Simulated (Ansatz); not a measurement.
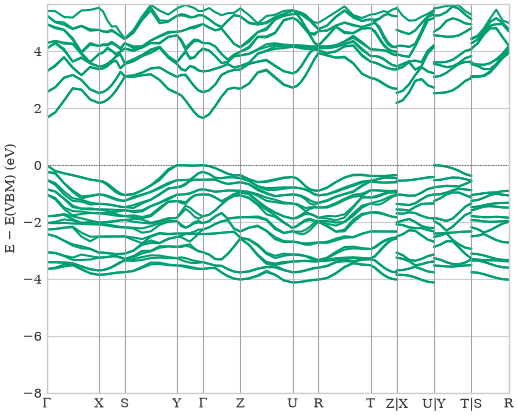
Band structure from PBEsol with spin–orbit coupling in the plane-wave PAW code Ansatz

The gap is 1.66 eV; an edge lies off the plotted path or next to a special point (maximum on the S–Y line, 98 % of the way from S, minimum at Γ).

The material is Mg4Te3S in space group Pmm2 (No. 25; Pearson symbol oP8).

The first step of the workflow began from a Materials Project structure, measured or hypothetical; the Crystallography Open Database copy checked does not list it. Its standing as an ambient phase is unchecked. Symmetry was held in the PBEsol relaxation; of distortions, only those at the zone centre were tested.

Potentials: the later of the program's two PAW sets.
